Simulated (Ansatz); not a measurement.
**InHF (SMILES [F][InH]): levels of theory compared**

We compute a comparison of 6 runs (UHF/STO-3G, U-r2SCAN0/STO-3G, U-wB97X/STO-3G, UB2PLYP/STO-3G, RPA@PBE/STO-3G, FCI/STO-3G) of InHF. 

The calculation is run with Ansatz 0.2.0.

65 further runs of the same task are left out: 9 that didn't finish, 56 set aside as unsound or not needed.

## (1) The molecule

InHF: 3 atoms, total charge 0, spin state doublet. As SMILES, `[F][InH]`. The In2–F1 distance was set to 3.939 Å, away from the relaxed value. At this shape a bond of the SMILES string is far longer than usual.

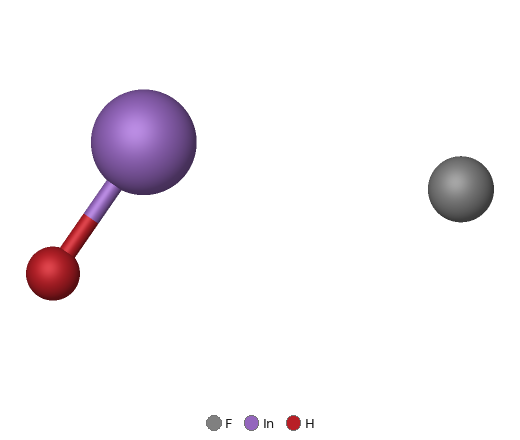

Viewed from a chosen angle; fluorine grey, indium purple, hydrogen red.

## (2) The energy at UHF/STO-3G (run 1)

Input file input.yaml:

```yaml
crystal:
  periodic: [false, false, false]
  atoms:
    - {symbol: F, position_ang: [2.699281, 1.623892, 1.633389]}
    - {symbol: In, position_ang: [-0.522500, 0.355100, -0.244800]}
    - {symbol: H, position_ang: [-0.576900, -1.409400, -0.462800]}
basis:
  gaussian:
    orbitals: STO-3G
magnetization:
  spin_polarized: true
  initial_magnetization: 1
hamiltonian:
  xc: hf
accuracy: high
```

Command:

```console
ansatz run input.yaml --threads 1 --pin off --max-ram 2610MiB --events-out events.jsonl --progress --plain --runs-dir runs
```

Standard output:

```text
Warning: RAYON_NUM_THREADS=1 ignored (pool sized by the plan → 1); use --threads N
Functional definition: HF
  name "HF"
  exchange = exact_x
  correlation = 0
554 factors; integrals over basis functions are off by at most 3.7e-8 eV
mean field evaluation 1: about -157308.5999 eV, gradient 5.2e0 eV
mean field evaluation 2: about -157308.6119 eV, gradient 5.2e0 eV
mean field evaluation 4: about -157309.1142 eV, gradient 3.3e0 eV
mean field evaluation 8: about -157309.5140 eV, gradient 3.7e0 eV
mean field evaluation 16: about -157318.9224 eV, gradient 1.3e-2 eV
mean field evaluation 32: about -157318.9221 eV, gradient 1.1e-2 eV
mean field evaluation 64: about -157318.9181 eV, gradient 8.8e-3 eV
mean field evaluation 96: about -157318.9151 eV, gradient 1.5e-2 eV
mean field evaluation 128: about -157318.9066 eV, gradient 1.6e-2 eV
mean field evaluation 160: about -157316.3763 eV, gradient 2.3e0 eV
mean field evaluation 192: about -157318.9116 eV, gradient 9.1e-2 eV
mean field evaluation 224: about -157309.1034 eV, gradient 3.3e0 eV
mean field -157318.92242532 eV, -5781.3637645351 hartree, gradient 1.0e-8 eV, S^2 0.840713; 5 other end points of the search recorded, 0 dependent functions left out
reference -157318.92242532 eV, -5781.3637645351 hartree; 30, 29 occupied and 3, 4 virtual orbitals, 554 factors
Total energy: -157318.92242532 eV, -5781.3637645351 hartree
```

It took 2.9 s on 1 thread of Arm Neoverse V2, shared host; peak memory 0.14 GiB.

## (3) A single-point energy at U-r2SCAN0/STO-3G (run 2)

Input file in.yaml:

```yaml
crystal:
  periodic: [false, false, false]
  atoms:
    - {symbol: F, position_ang: [2.699281, 1.623892, 1.633389]}
    - {symbol: In, position_ang: [-0.522500, 0.355100, -0.244800]}
    - {symbol: H, position_ang: [-0.576900, -1.409400, -0.462800]}
basis:
  gaussian: {orbitals: STO-3G}
magnetization: {spin_polarized: true, initial_magnetization: 1}
hamiltonian: {xc: {name: r2SCAN0}}
accuracy: high
```

Command:

```console
ansatz run in.yaml --threads 1 --pin off --max-ram 2610MiB --events-out events.jsonl --progress --plain --runs-dir runs
```

Standard output:

```text
Warning: RAYON_NUM_THREADS=1 ignored (pool sized by the plan → 1); use --threads N
Functional definition: r2SCAN0
  name "r2SCAN0"
  parameter a = 0.25
  parameter k0 = 0.174
  parameter k1 = 0.065
  parameter a1 = 4.9479
  exchange = (1 - a)*r2scan_x(k0 = k0, k1 = k1, a1 = a1) + a*exact_x
  correlation = r2scan_c
554 factors; integrals over basis functions are off by at most 3.7e-8 eV
mean field evaluation 1: about -157377.8698 eV, gradient 7.0e0 eV
mean field evaluation 2: about -157041.6699 eV, gradient 1.0e1 eV
mean field evaluation 4: about -157376.3921 eV, gradient 9.3e0 eV
mean field evaluation 8: about -157388.0686 eV, gradient 7.0e-2 eV
mean field evaluation 16: about -157388.0701 eV, gradient 4.5e-2 eV
mean field evaluation 32: about -157388.0666 eV, gradient 1.4e-2 eV
mean field -157388.07016940 eV, -5783.9048972597 hartree, gradient 1.3e-8 eV, S^2 0.750139; 5 other end points of the search recorded, 0 dependent functions left out
reference -157388.07016995 eV, -5783.9048972800 hartree; 30, 29 occupied and 3, 4 virtual orbitals, 554 factors
Total energy: -157388.07016995 eV, -5783.9048972800 hartree
```

Run time: 39 s. Hardware: 1 thread of Arm Neoverse V2, shared host; peak memory 0.25 GiB.

## (4) A single-point energy at U-wB97X/STO-3G (run 3)

Input file in.yaml:

```yaml
crystal:
  periodic: [false, false, false]
  atoms:
    - symbol: F
      position_ang: [2.699281, 1.623892, 1.633389]
    - symbol: In
      position_ang: [-0.522500, 0.355100, -0.244800]
    - symbol: H
      position_ang: [-0.576900, -1.409400, -0.462800]
basis:
  gaussian: {orbitals: STO-3G}
hamiltonian: {xc: {name: wB97X}}
magnetization: {spin_polarized: true, initial_magnetization: 1}
accuracy: high
```

Command:

```console
ansatz run in.yaml --threads 1 --pin off --max-ram 2610MiB --events-out events.jsonl --progress --plain --runs-dir runs
```

Standard output, cut to the lines that bear on the results:

```text
Warning: RAYON_NUM_THREADS=1 ignored (pool sized by the plan → 1); use --threads N
Functional definition: wB97X
  name "wB97X"
[...]
      + exact_x_lr(omega)
[...]
      + integral(e_c_pw_opposite_spin*poly(b97_u_opposite, 1, cos1, cos2, cos3, cos4))
554 factors; integrals over basis functions are off by at most 3.7e-8 eV
126 factors; integrals over basis functions are off by at most 1.3e-9 eV
[...]
mean field -157384.69037589 eV, -5783.7806921391 hartree, gradient 1.1e-8 eV, S^2 0.750017; 4 other end points of the search recorded, 0 dependent functions left out
reference -157384.69037442 eV, -5783.7806920853 hartree; 30, 29 occupied and 3, 4 virtual orbitals, 554 factors
Total energy: -157384.69037442 eV, -5783.7806920853 hartree
```

It took 59 s on 1 thread of Arm Neoverse V2, shared host; peak memory 0.4 GiB.

Runs 4 to 5 aren't shown in full; the table further down has their settings and results.

## (5) A single-point energy at FCI/STO-3G (run 6)

Input file run.yaml:

```yaml
crystal:
  periodic: [false, false, false]
  atoms:
    - {symbol: F, position_ang: [2.699281, 1.623892, 1.633389]}
    - {symbol: In, position_ang: [-0.522500, 0.355100, -0.244800]}
    - {symbol: H, position_ang: [-0.576900, -1.409400, -0.462800]}
basis:
  gaussian:
    orbitals: STO-3G
magnetization:
  spin_polarized: true
  initial_magnetization: 1
correlation:
  method: fci
  frozen_orbitals: {F: 1, H: 0, In: 18}
accuracy: high
```

Command:

```console
ansatz run run.yaml --threads 1 --pin off --max-ram 2610MiB --events-out events.jsonl --progress --plain --runs-dir runs
```

Standard output, cut to the lines that bear on the results:

```text
Warning: RAYON_NUM_THREADS=1 ignored (pool sized by the plan → 1); use --threads N
Functional definition: HF
  name "HF"
[...]
554 factors; integrals over basis functions are off by at most 3.7e-8 eV
[...]
mean field -157318.92242532 eV, -5781.3637645351 hartree, gradient 1.0e-8 eV, S^2 0.840713; 11 other end points of the search recorded, 0 dependent functions left out
19 core orbitals not correlated: weight in the atoms' cores, before any rotation towards them, 1.000 or more for the frozen orbitals, at most 0.000 for the correlated occupied ones
reference -157318.91690306 eV, -5781.3635615957 hartree; 11, 10 occupied and 3, 4 virtual orbitals, 554 factors
state -157320.09603211 eV, -5781.4068937888 hartree
Total energy: -157320.09603211 eV, -5781.4068937888 hartree
```

Wall time 6.3 s (1 thread of Arm Neoverse V2, shared host); peak memory 0.14 GiB.

## (6) Overview of the runs

```tsv
run	level	frozen core orbitals	energy (Eh)	⟨S²⟩	wall time
1	UHF/STO-3G	–	-5781.363765	0.841	2.9 s
2	U-r2SCAN0/STO-3G	–	-5783.904897	0.750	39 s
3	U-wB97X/STO-3G	–	-5783.780692	0.750	59 s
4	UB2PLYP/STO-3G	19	-5783.083845	0.750	11 s
5	RPA@PBE/STO-3G	19	-5781.452432	0.751	17 s
6	FCI/STO-3G	19	-5781.406894	–	6.3 s
```

## (7) What came out

| quantity | value |
| --- | --- |
| run 6: total energy | -5781.40689 Eh |
| run 6: correlation energy (19 core orbitals frozen) | -43.3 mEh |

In words: Against full CI in this basis: UHF +43.1 mEh. Totals of different functionals can't be ranked against each other. In runs 1, 2, 3, 4, 5, 6 the basis is minimal, so the values are rough. In runs 1, 2, 3, 4, 5, 6 relativity is left out where basis or elements ask for it. All runs together took 2.3 min, the longest 59 s.
